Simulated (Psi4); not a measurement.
# BP86/def2-SVP (sweep point 3) run of GaCNCl2 (SMILES N#[C][Ga]([Cl])[Cl])

What is the vertical singlet–triplet gap of GaCNCl2 at BP86/def2-SVP (sweep point 3)? 

The results are computed with Psi4 1.11.

5 further runs of the same task are left out: 1 that didn't finish, 4 set aside as unsound or not needed.

### Step 1. Starting point

The species is GaCNCl2 (5 atoms), meant as a singlet with charge 0. As SMILES, `N#[C][Ga]([Cl])[Cl]`. The coordinates come from a PBE0-D4/def2-TZVP relaxation.

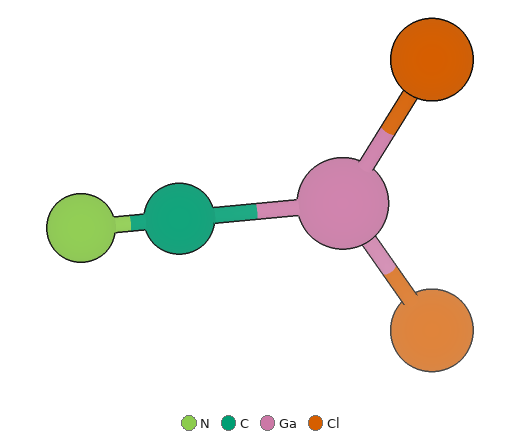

The structure, seen from a chosen angle (nitrogen green, carbon teal, gallium pink, chlorine orange).

### Step 2. A single-point energy at BP86/def2-SVP (sweep point 3)

run.py

```python
import psi4

psi4.set_memory('1600 MB')
psi4.set_num_threads(1)
psi4.core.set_output_file('ccl2gan.out', False)

molecule = psi4.geometry("""
N      1.71889488    -2.49084800     3.61693580
C      0.93257984    -1.35115418     1.93734722
Ga    -0.37681139     0.54556393    -0.86114819
Cl    -3.27961969    -0.99437389    -3.10519797
Cl     1.09925369     4.15172830    -1.66636050
units au
symmetry c1
""")

psi4.set_options({
    'reference': 'rks',
    'puream': True,
    'scf_type': 'pk',
    'dft_radial_points': 35,
    'dft_spherical_points': 110,
})

e_tot, wfn = psi4.energy("bp86/def2-SVP", molecule=molecule, return_wfn=True)
print(f'total energy {e_tot:.8f} hartree = {e_tot * 27.211386:.5f} eV')
for k, v in sorted(psi4.core.scalar_variables().items()):
    print(f'{k:45s} {v:18.10f}')
```

On the command line:

```
python run.py
```

ccl2gan.out, cut to the lines that bear on the results:

```text
[...]
  Running in c1 symmetry.
[...]
  Nuclear repulsion =  473.692743329107657
[...]
  Multiplicity = 1
[...]
  Nalpha       = 39
  Nbeta        = 39
[...]
    Number of basis functions: 96
[...]
   @RKS iter   1: -2935.70845862942724   -9.92479e-01   2.86518e-02 ADIIS/DIIS
[...]
   @RKS iter  12: -2937.97666378087570   -1.22368e-08   2.71850e-07 DIIS
[...]
    Orbital Energies [Eh]
    ---------------------
    Doubly Occupied:
       1A   -371.130544     2A   -100.728944     3A   -100.728926
       4A    -45.428196     5A    -40.282283     6A    -40.278633
       7A    -40.278380     8A    -14.040104     9A     -9.959613
      10A     -9.211523    11A     -9.211503    12A     -7.039296
      13A     -7.039279    14A     -7.032410    15A     -7.032388
      16A     -7.031089    17A     -7.031065    18A     -5.361140
      19A     -3.693973    20A     -3.686555    21A     -3.684619
      22A     -0.841969    23A     -0.838396    24A     -0.835505
      25A     -0.824092    26A     -0.823114    27A     -0.822645
      28A     -0.765295    29A     -0.751000    30A     -0.505991
      31A     -0.407088    32A     -0.375949    33A     -0.344180
      34A     -0.332501    35A     -0.332037    36A     -0.326949
[...]
  @RKS Final Energy: -2937.97666378087570
   => Energetics <=
    Nuclear Repulsion Energy =            473.6927433291076568
    One-Electron Energy =               -5021.6274045691734500
    Two-Electron Energy =                1754.1750295950830605
    DFT Exchange-Correlation Energy =    -144.2170321358931631
    Empirical Dispersion Energy =           0.0000000000000000
    VV10 Nonlocal Energy =                  0.0000000000000000
    Total Energy =                      -2937.9766637808756968
[...]
 Multipole Moments:
 ------------------------------------------------------------------------------------
     Multipole            Electronic (a.u.)      Nuclear  (a.u.)        Total (a.u.)
 ------------------------------------------------------------------------------------
 L = 1.  Multiply by 2.5417464519 to convert [e a0] to [Debye]
 Dipole X            :         -0.8308121            0.5579860           -0.2728261
 Dipole Y            :          1.2043550           -0.8087440            0.3956109
 Dipole Z            :         -1.7752151            1.1922141           -0.5830010
 Magnitude           :                                                    0.7555344
[...]
```

Standard output:

```text
total energy -2937.97666378 hartree = -79946.41706 eV
CURRENT ENERGY                                  -2937.9766637809
CURRENT REFERENCE ENERGY                        -2937.9766637809
DD SOLVATION ENERGY                                 0.0000000000
DFT FUNCTIONAL TOTAL ENERGY                     -2937.9766637809
DFT TOTAL ENERGY                                -2937.9766637809
DFT VV10 ENERGY                                     0.0000000000
DFT XC ENERGY                                    -144.2170321359
GRID ELECTRONS ALPHA                               39.0022287675
GRID ELECTRONS BETA                                39.0022287675
GRID ELECTRONS TOTAL                               78.0044575351
NUCLEAR REPULSION ENERGY                          473.6927433291
ONE-ELECTRON ENERGY                             -5021.6274045692
PCM POLARIZATION ENERGY                             0.0000000000
PE ENERGY                                           0.0000000000
SCF ITERATION ENERGY                            -2937.9766637809
SCF ITERATIONS                                     12.0000000000
SCF TOTAL ENERGY                                -2937.9766637809
TWO-ELECTRON ENERGY                              1754.1750295951
XC GRID RADIAL POINTS                              35.0000000000
XC GRID SPHERICAL POINTS                          110.0000000000
XC GRID TOTAL POINTS                            18576.0000000000
```

It took 3.9 s on 1 thread of AMD EPYC 7R43 (Zen 3), shared host; peak memory 0.4 GiB.

### Step 3. The triplet, same level

calc.py

```python
import psi4

psi4.set_memory(1600000000)
psi4.set_num_threads(1)
psi4.set_output_file('ccl2gan.out', False)

molecule = psi4.geometry("""
0 3
N      1.71889488    -2.49084800     3.61693580
C      0.93257984    -1.35115418     1.93734722
Ga    -0.37681139     0.54556393    -0.86114819
Cl    -3.27961969    -0.99437389    -3.10519797
Cl     1.09925369     4.15172830    -1.66636050
units au
symmetry c1
""")

psi4.set_options({
    'basis': 'def2-SVP',
    'reference': 'uks',
    'puream': True,
    'scf_type': 'pk',
    'dft_radial_points': 35,
    'dft_spherical_points': 110,
    'maxiter': 100,
})

E, wfn = psi4.energy('bp86', return_wfn=True)
print(f'bp86 energy: {E:.10f} Eh')
for k, v in sorted(psi4.core.scalar_variables().items()):
    print(f'{k:45s} {v:18.10f}')
```

On the command line:

```
python calc.py
```

ccl2gan.out, cut to the lines that bear on the results:

```text
[...]
  Running in c1 symmetry.
[...]
  Nuclear repulsion =  473.692743329107657
[...]
  Multiplicity = 3
[...]
  Nalpha       = 40
  Nbeta        = 38
[...]
    Number of basis functions: 96
[...]
   @UKS iter   1: -2935.21959034118481   -5.03610e-01   2.93779e-02 ADIIS/DIIS
[...]
   @UKS iter  46: -2937.78746852066206   -1.45556e-08   5.26606e-07 DIIS
[...]
   @S^2 Observed:                2.003865656E+00
[...]
  @UKS Final Energy: -2937.78746852066206
   => Energetics <=
    Nuclear Repulsion Energy =            473.6927433291076568
    One-Electron Energy =               -5021.4029041249996226
    Two-Electron Energy =                1754.0701402303054692
    DFT Exchange-Correlation Energy =    -144.1474479550754779
    Empirical Dispersion Energy =           0.0000000000000000
    VV10 Nonlocal Energy =                  0.0000000000000000
    Total Energy =                      -2937.7874685206620597
[...]
 Multipole Moments:
 ------------------------------------------------------------------------------------
     Multipole            Electronic (a.u.)      Nuclear  (a.u.)        Total (a.u.)
 ------------------------------------------------------------------------------------
 L = 1.  Multiply by 2.5417464519 to convert [e a0] to [Debye]
 Dipole X            :         -0.8579535            0.5579860           -0.2999675
 Dipole Y            :          1.2441204           -0.8087440            0.4353764
 Dipole Z            :         -1.8332829            1.1922141           -0.6410688
 Magnitude           :                                                    0.8309647
[...]
```

The script printed:

```text
bp86 energy: -2937.7874685207 Eh
CURRENT ENERGY                                  -2937.7874685207
CURRENT REFERENCE ENERGY                        -2937.7874685207
DD SOLVATION ENERGY                                 0.0000000000
DFT FUNCTIONAL TOTAL ENERGY                     -2937.7874685207
DFT TOTAL ENERGY                                -2937.7874685207
DFT VV10 ENERGY                                     0.0000000000
DFT XC ENERGY                                    -144.1474479551
GRID ELECTRONS ALPHA                               40.0022118101
GRID ELECTRONS BETA                                38.0021816401
GRID ELECTRONS TOTAL                               78.0043934502
NUCLEAR REPULSION ENERGY                          473.6927433291
ONE-ELECTRON ENERGY                             -5021.4029041250
PCM POLARIZATION ENERGY                             0.0000000000
PE ENERGY                                           0.0000000000
SCF ITERATION ENERGY                            -2937.7874685207
SCF ITERATIONS                                     46.0000000000
SCF TOTAL ENERGY                                -2937.7874685207
TWO-ELECTRON ENERGY                              1754.0701402303
XC GRID RADIAL POINTS                              35.0000000000
XC GRID SPHERICAL POINTS                          110.0000000000
XC GRID TOTAL POINTS                            18576.0000000000
```

Run time: 7.8 s. Hardware: 1 thread of AMD EPYC 7R43 (Zen 3), shared host; peak memory 0.4 GiB.

### Step 4. Outcome

Level: BP86/def2-SVP (sweep point 3).

| quantity | value |
| --- | --- |
| singlet: total energy | -2937.97666 Eh |
| singlet: dipole moment | 1.92 D |
| singlet: HOMO energy | -8.32 eV |
| singlet: LUMO energy | -3.31 eV |
| singlet: HOMO–LUMO gap | 5.01 eV |
| triplet: total energy | -2937.78747 Eh |
| triplet: dipole moment | 2.11 D |
| triplet: HOMO energy (highest over α and β) | -3.46 eV |
| triplet: ⟨S²⟩ | 2.004 |
| vertical energy of the triplet above the singlet | 5.148 eV |

In words: At this shape the triplet lies 5.15 eV (497 kJ/mol) above the singlet.
